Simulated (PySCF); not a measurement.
Dissociation curve of NaCl, singlet.

- RMP2/3-21G = PySCF with restricted MP2 (frozen core)/3-21G
- UKS-r2SCAN = unrestricted r2SCAN/aug-cc-pVDZ (PySCF)
- UKS-B3LYP/6-31G* = unrestricted B3LYP/6-31G*, spherical d (PySCF)
- UKS-CAM-B3LYP = unrestricted CAM-B3LYP/aug-cc-pVDZ in PySCF
- NEVPT2 = PySCF with SC-NEVPT2 on CASSCF(8,5)/aug-cc-pVDZ, all electrons correlated

Energies are in kcal/mol, each relative to the lowest point of its own curve near equilibrium.

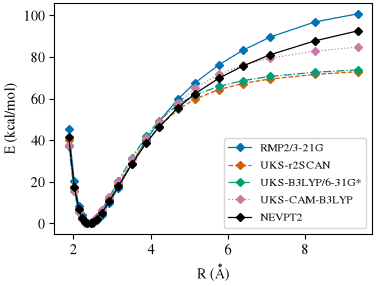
*Energy against bond length for each method.*

```csv
R / Å,RMP2/3-21G,UKS-r2SCAN,UKS-B3LYP/6-31G*,UKS-CAM-B3LYP,NEVPT2
1.88,45.6,40.0,37.5,37.7,41.5
2.02,20.4,16.8,15.5,15.5,17.7
2.14,8.6,6.3,5.7,5.6,6.8
2.22,4.1,2.5,2.2,2.1,2.9
2.30,1.4,0.6,0.5,0.4,0.7
2.36,0.4,0.0,0.0,0.0,0.0
2.45,0.0,0.2,0.4,0.4,0.0
2.50,0.3,0.8,1.0,1.1,0.5
2.61,1.7,2.8,3.2,3.3,2.3
2.73,4.2,5.7,6.4,6.4,5.0
2.93,9.8,11.6,12.7,12.5,10.7
3.16,17.2,18.8,20.4,20.0,17.8
3.51,28.7,29.2,31.5,30.8,28.4
3.89,40.2,39.2,41.9,41.1,38.7
4.22,49.0,46.6,49.4,48.7,46.4
4.71,59.8,54.8,57.2,58.1,55.7
5.16,67.7,59.9,61.8,65.0,62.5
5.77,76.2,64.4,65.9,71.7,69.8
6.39,83.2,67.3,68.7,76.1,75.7
7.10,89.6,69.5,70.7,79.5,81.1
8.26,96.9,71.6,72.7,82.8,87.8
9.37,100.8,73.0,73.8,84.8,92.6
```

At the longest distance, 9.37 Å, RMP2/3-21G lies highest above its minimum (100.8 kcal/mol) and UKS-r2SCAN lowest (73.0 kcal/mol).

The restricted form behind RMP2/3-21G keeps the bonding electrons paired and can't separate into open-shell fragments. The unrestricted determinant behind UKS-r2SCAN is spin-contaminated at 4.71 to 9.37 Å (<S²> up to 0.5, against 0.00 for a pure singlet). At the longest distance UKS-r2SCAN, UKS-CAM-B3LYP leaves fractional charges on the fragments, a sign of delocalisation error or of the restricted form. The unrestricted determinant behind UKS-B3LYP/6-31G* is spin-contaminated at 4.71 to 9.37 Å (<S²> up to 0.6, against 0.00 for a pure singlet). The unrestricted determinant behind UKS-CAM-B3LYP is spin-contaminated at 5.77 to 9.37 Å (<S²> up to 0.6, against 0.00 for a pure singlet).
